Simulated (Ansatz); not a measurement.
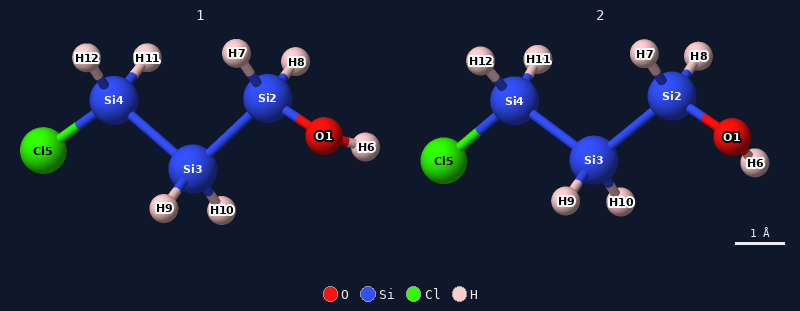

Two geometries of Si$_{3}$H$_{7}$OCl, drawn at one scale. One is the start of a relaxation, the other its converged end. Style: ball-and-stick. Shown at a tilt.

Theory: RKS B3LYP-D4/STO-3G in Ansatz 0.2.0. Set-up: no spin polarisation; force threshold 0.02 eV/Å; at most 50 steps.

### Which geometry has the lower energy?

Structure 2 is the relaxed one. The run prepares an end point of a later path (hydrogen shift) calculation, from a guessed geometry. The energy falls by 80.5 kJ/mol in 8 accepted moves (9 points after the start). Largest force component: 4.4 eV/Å at the start, 0.0032 eV/Å at the end. The line search rejected the trial step at point 7 of the run. The atom that moves furthest after the best rigid fit is H6 (0.41 Å). Largest moves by element: H 0.41 Å, Cl 0.21 Å, O 0.21 Å, Si 0.19 Å. Near-neighbour distances that change, for instance: O1–Si2 1.600 → 1.724 Å, Si4–H11 1.558 → 1.448 Å, Si4–Cl5 2.035 → 2.120 Å, Si3–H9 1.520 → 1.446 Å. Among the angles between lasting bonds that change: Si2–O1–H6 118.7° → 104.1°, Si2–Si3–Si4 102.8° → 111.3°, Si3–Si4–H11 106.8° → 112.8°. Groups turn about O1–Si2 by about 30°.

Limits of the set-up: STO-3G is a minimal basis, so the numbers are rough.
